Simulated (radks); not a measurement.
The nickel ion Ni²⁺; electrons: [Ar] 3d8 (high spin). Computed with the in-house radial solver radks: non-relativistic Kohn-Sham, BLYP, spin-polarised, spherical densities, point nucleus.

Wanted: the number of electrons inside radius r (solid) and the radial density 4πr²ρ (dashed).

The count levels off at 26 electrons. Half of them lie within 0.526 bohr, 90 % within 1.24 bohr and 99 % within 2.23 bohr. The radial density has minima at 0.0825 and 0.399 bohr, where the count stands at 2.1 and 10.8; these part the shells that the density resolves.

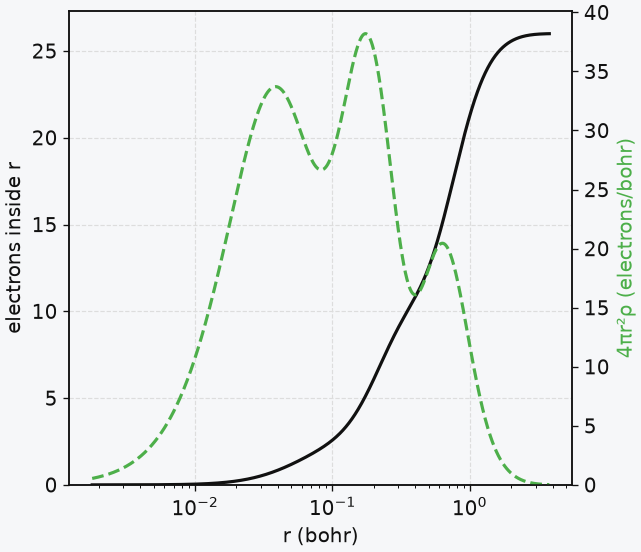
